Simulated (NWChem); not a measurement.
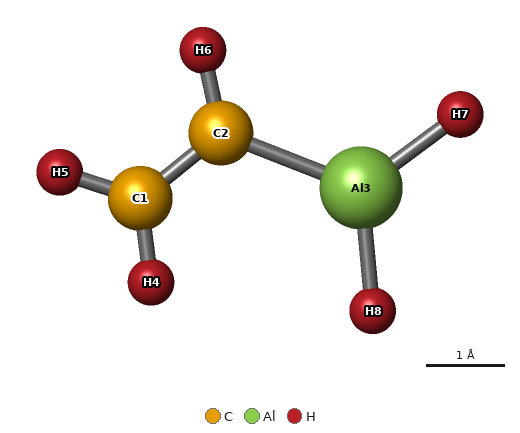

Fig. 1: The structure (ball-and-stick view, seen on its broad side; atoms are numbered from 1 in the order of the input). Sticks mark near contacts. Bond lengths as drawn: Al–C 1.94 Å, Al–H 1.59 Å, C–C 1.34 Å and C–H 1.09 Å.

# Energy and gradient calculation of C2H5Al (part 1 of 3)

- system: C2H5Al, SMILES C=[CH][AlH2]
- method: MP2/def2-SVPD, RHF (NWChem 7.3.0)

The geometry comes from this level: PBE0-D4/def2-TZVP.

Input file
```
start c2h5al
title "C2H5Al"
memory 2200 mb

geometry units au noautosym nocenter noautoz
  C     -1.94622894     1.56696090    -0.67463223
  C      0.37605550     1.23021171     0.26097118
  Al     1.75895708    -2.15296497     0.49510824
  H     -3.09329269    -0.01625164    -1.31430452
  H     -2.82514056     3.41908148    -0.85396724
  H      1.39008254     2.92170556     0.85547902
  H      4.50510708    -2.67944267     1.58302357
  H      0.00831479    -4.39739269    -0.45712475
end

basis spherical bse
  * library def2-SVPD
end

scf
  thresh 1e-08
  maxiter 80
end

mp2
  freeze core 7
  tight
end

task mp2 gradient
```

Hardware: 1 thread of Intel Xeon (Sapphire Rapids), 16 GiB of memory available, shared host.

Run as:
```bash
nwchem c2h5al.nw > c2h5al.out
```

Log
```
Northwest Computational Chemistry Package (NWChem) 7.3.0
             --------------------------------------------------------

           Job information
           ---------------

    nwchem branch   = 7.3.0
    use scalapack   = T
    input           = c2h5al.nw
    prefix          = c2h5al.
    data base       = ./c2h5al.db
    status          = startup
    nproc           =        1

           Memory information
           ------------------

    heap     =     72089600 doubles =      550.0 Mbytes
    stack    =     72089597 doubles =      550.0 Mbytes
    global   =    144179200 doubles =     1100.0 Mbytes (distinct from heap & stack)
    total    =    288358397 doubles =     2200.0 Mbytes
    verify   = yes
    hardfail = no

           Directory information
           ---------------------

  0 permanent = .
  0 scratch   = .

                                NWChem Input Module
                                -------------------

                                      C2H5Al
                                      ------

                             Geometry "geometry" -> ""
                             -------------------------

 Output coordinates in a.u. (scale by  1.000000000 to convert to a.u.)

  No.       Tag          Charge          X              Y              Z
 ---- ---------------- ---------- -------------- -------------- --------------
    1 C                    6.0000    -1.94622894     1.56696090    -0.67463223
    2 C                    6.0000     0.37605550     1.23021171     0.26097118
    3 Al                  13.0000     1.75895708    -2.15296497     0.49510824
    4 H                    1.0000    -3.09329269    -0.01625164    -1.31430452
    5 H                    1.0000    -2.82514056     3.41908148    -0.85396724
    6 H                    1.0000     1.39008254     2.92170556     0.85547902
    7 H                    1.0000     4.50510708    -2.67944267     1.58302357
    8 H                    1.0000     0.00831479    -4.39739269    -0.45712475

      Atomic Mass
      -----------

      C                 12.000000
      Al                26.981540
      H                  1.007825

 Effective nuclear repulsion energy (a.u.)      84.0797195608

            Nuclear Dipole moment (a.u.)
            ----------------------------
        X                 Y               Z
 ---------------- ---------------- ----------------
    13.4304725600   -11.9578089100     3.7675469000

            XYZ format geometry
            -------------------
     8
 geometry
 C                    -1.02990008     0.82920006    -0.35700003
 C                     0.19900001     0.65100005     0.13810001
 Al                    0.93080007    -1.13930008     0.26200002
 H                    -1.63690012    -0.00860000    -0.69550005
 H                    -1.49500011     1.80930013    -0.45190003
 H                     0.73560005     1.54610011     0.45270003
 H                     2.38400017    -1.41790010     0.83770006
 H                     0.00440000    -2.32700017    -0.24190002

 ==============================================================================
                                internuclear distances
 ------------------------------------------------------------------------------
       center one      |      center two      | atomic units |       a.u.
 ------------------------------------------------------------------------------
    2 C                |   1 C                |     2.52621  |     2.52621
    3 Al               |   2 C                |     3.66239  |     3.66239
    4 H                |   1 C                |     2.05706  |     2.05706
    5 H                |   1 C                |     2.05791  |     2.05791
    6 H                |   2 C                |     2.05982  |     2.05982
    7 H                |   3 Al               |     3.00035  |     3.00035
    8 H                |   3 Al               |     3.00149  |     3.00149
 ------------------------------------------------------------------------------
                         number of included internuclear distances:          7
 ==============================================================================

 ==============================================================================
                                 internuclear angles
 ------------------------------------------------------------------------------
        center 1       |       center 2       |       center 3       |  degrees
 ------------------------------------------------------------------------------
    2 C                |   1 C                |   4 H                |   121.68
    2 C                |   1 C                |   5 H                |   123.01
    4 H                |   1 C                |   5 H                |   115.30
    1 C                |   2 C                |   3 Al               |   119.60
    1 C                |   2 C                |   6 H                |   116.74
    3 Al               |   2 C                |   6 H                |   123.66
    2 C                |   3 Al               |   7 H                |   122.06
    2 C                |   3 Al               |   8 H                |   116.76
    7 H                |   3 Al               |   8 H                |   121.18
 ------------------------------------------------------------------------------
                            number of included internuclear angles:          9
 ==============================================================================

 Summary of "ao basis" -> "" (spherical)
 ------------------------------------------------------------------------------
       Tag                 Description            Shells   Functions and Types
 ---------------- ------------------------------  ------  ---------------------
 *                         def2-SVPD                  on all atoms

                      Basis "ao basis" -> "ao basis" (spherical)
                      -----
  [basis functions not shown]

 Summary of "ao basis" -> "ao basis" (spherical)
 ------------------------------------------------------------------------------
       Tag                 Description            Shells   Functions and Types
 ---------------- ------------------------------  ------  ---------------------
 C                         def2-SVPD                 8       20   4s2p2d
 Al                        def2-SVPD                10       24   5s3p2d
 H                         def2-SVPD                 4        8   2s2p

                                 NWChem SCF Module
                                 -----------------

                                      C2H5Al

  ao basis        = "ao basis"
  functions       =   104
  atoms           =     8
  closed shells   =    15
  open shells     =     0
  charge          =   0.00
  wavefunction    = RHF
  input vectors   = atomic
  output vectors  = ./c2h5al.movecs
  use symmetry    = F
  symmetry adapt  = F

 Summary of "ao basis" -> "ao basis" (spherical)
 ------------------------------------------------------------------------------
       Tag                 Description            Shells   Functions and Types
 ---------------- ------------------------------  ------  ---------------------
 C                         def2-SVPD                 8       20   4s2p2d
 Al                        def2-SVPD                10       24   5s3p2d
 H                         def2-SVPD                 4        8   2s2p

 Forming initial guess at       0.0s

      Superposition of Atomic Density Guess
      -------------------------------------

 Sum of atomic energies:        -319.53817051

      Non-variational initial energy
      ------------------------------

 Total energy =    -320.833359
 1-e energy   =    -606.181757
 2-e energy   =     201.268679
 HOMO         =      -0.327461
 LUMO         =      -0.049987

 Starting SCF solution at       0.2s

 ----------------------------------------------
         Quadratically convergent ROHF

 Convergence threshold     :          1.000E-08
 Maximum no. of iterations :           80
 Final Fock-matrix accuracy:          1.000E-10
 ----------------------------------------------

              iter       energy          gnorm     gmax       time
             ----- ------------------- --------- --------- --------
                 1     -320.3558651103  6.24D-01  1.27D-01      1.0
                 2     -320.3915270677  2.09D-01  3.30D-02      1.8
                 3     -320.3959262598  1.16D-02  3.20D-03      4.1
                 4     -320.3959426068  7.60D-05  2.32D-05      7.7
                 5     -320.3959426079  2.22D-09  7.08D-10     14.3

       Final RHF  results
       ------------------

         Total SCF energy =   -320.395942607910
      One-electron energy =   -608.704032326723
      Two-electron energy =    204.228370157980
 Nuclear repulsion energy =     84.079719560832

        Time for solution =     14.1s

             Final eigenvalues
             -----------------

              1
    1  -58.4470
    2  -11.2513
    3  -11.2140
    4   -4.8792
    5   -3.1985
    6   -3.1949
    7   -3.1948
    8   -1.0183
    9   -0.7654
   10   -0.6357
   11   -0.5763
   12   -0.5239
   13   -0.4244
   14   -0.4170
   15   -0.3827
   16    0.0477
   17    0.0638
   18    0.1089
   19    0.1226
   20    0.1252
   21    0.1264
   22    0.1506
   23    0.1629
   24    0.1726
   25    0.1909

                       ROHF Final Molecular Orbital Analysis
                       -------------------------------------

 Vector    6  Occ=2.000000D+00  E=-3.194935D+00
              MO Center=  9.3D-01, -1.1D+00,  2.6D-01, r^2= 1.3D-01
   Bfn.  Coefficient  Atom+Function         Bfn.  Coefficient  Atom+Function
  ----- ------------  ---------------      ----- ------------  ---------------
    46      0.897564  3 Al px                48      0.386828  3 Al pz

 Vector    7  Occ=2.000000D+00  E=-3.194841D+00
              MO Center=  9.3D-01, -1.1D+00,  2.6D-01, r^2= 1.3D-01
   Bfn.  Coefficient  Atom+Function         Bfn.  Coefficient  Atom+Function
  ----- ------------  ---------------      ----- ------------  ---------------
    47      0.972895  3 Al py                46     -0.165435  3 Al px

 Vector    8  Occ=2.000000D+00  E=-1.018318D+00
              MO Center= -5.0D-01,  7.7D-01, -1.4D-01, r^2= 1.1D+00
   Bfn.  Coefficient  Atom+Function         Bfn.  Coefficient  Atom+Function
  ----- ------------  ---------------      ----- ------------  ---------------
     2      0.408866  1 C  s                 22      0.354188  2 C  s
     1     -0.210410  1 C  s                 21     -0.188182  2 C  s

 Vector    9  Occ=2.000000D+00  E=-7.654352D-01
              MO Center= -5.5D-01,  8.4D-01, -1.6D-01, r^2= 2.1D+00
   Bfn.  Coefficient  Atom+Function         Bfn.  Coefficient  Atom+Function
  ----- ------------  ---------------      ----- ------------  ---------------
    22      0.323590  2 C  s                 23      0.284282  2 C  s
     2     -0.276796  1 C  s                 65     -0.222485  4 H  s
    81      0.220437  6 H  s                  5      0.204962  1 C  px
    73     -0.199508  5 H  s                 66     -0.171952  4 H  s
    21     -0.161474  2 C  s

 Vector   10  Occ=2.000000D+00  E=-6.357150D-01
              MO Center= -6.5D-01,  8.0D-01, -2.0D-01, r^2= 2.1D+00
   Bfn.  Coefficient  Atom+Function         Bfn.  Coefficient  Atom+Function
  ----- ------------  ---------------      ----- ------------  ---------------
     6      0.350050  1 C  py                73      0.285029  5 H  s
    26      0.236568  2 C  py                43     -0.210467  3 Al s
    65     -0.183163  4 H  s                 81      0.179937  6 H  s

 Vector   11  Occ=2.000000D+00  E=-5.762793D-01
              MO Center=  1.9D-02,  3.0D-01,  2.7D-02, r^2= 2.9D+00
   Bfn.  Coefficient  Atom+Function         Bfn.  Coefficient  Atom+Function
  ----- ------------  ---------------      ----- ------------  ---------------
    25     -0.340616  2 C  px                 5      0.326976  1 C  px
    43     -0.282463  3 Al s                 28     -0.196120  2 C  px
    65     -0.186498  4 H  s                 81     -0.179805  6 H  s
    42     -0.169467  3 Al s
```
